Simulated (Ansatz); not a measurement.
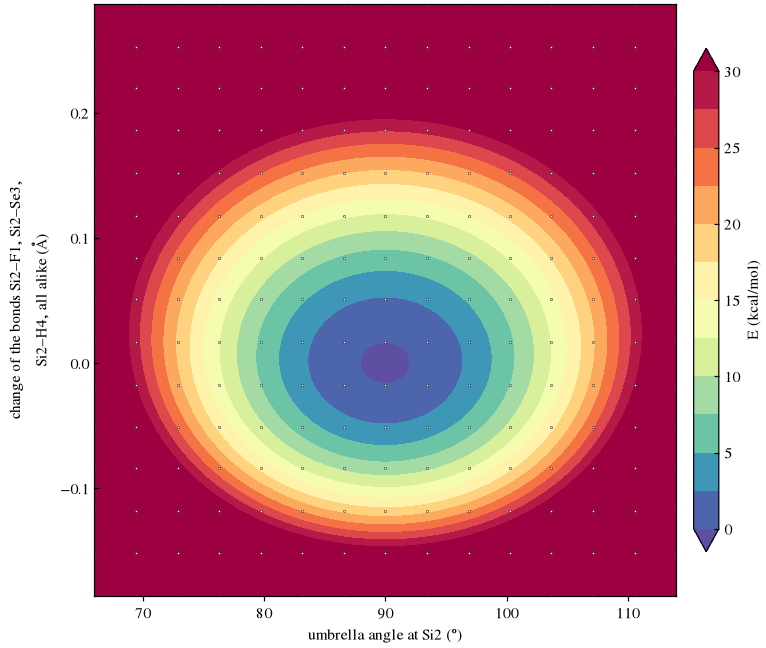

FHSeSi, SMILES F[SiH]=[Se]. The first coordinate is: umbrella angle at Si2 (between each of its bonds and their common axis; 90 is planar); the second: change of the bonds Si2–F1, Si2–Se3, Si2–H4, all alike. Nothing is relaxed (all other coordinates rigid). Grid: 15 × 15 points; 120 points were computed and 105 follow by symmetry. Points are written as (first, second). Energies: kcal/mol, counted from the lowest grid point. These are results of RHF/def2-TZVP (Ansatz 0.2.0), not measurements.

The picture shows filled contours, dots at the grid points, one colour for all values above the top of the scale. Between grid points the surface is interpolated.

Where is the minimum, and how stiff is the well along each coordinate?

The interpolated minimum is at the first coordinate ≈ 90.0°, the second coordinate ≈ 0.000 Å. The curvatures there are about 19 eV/rad² and 95 eV/Å², with a cross term of about 0 eV/(rad·Å). Round the minimum the two coordinates are nearly uncoupled. (1 eV is 23.1 kcal/mol.)
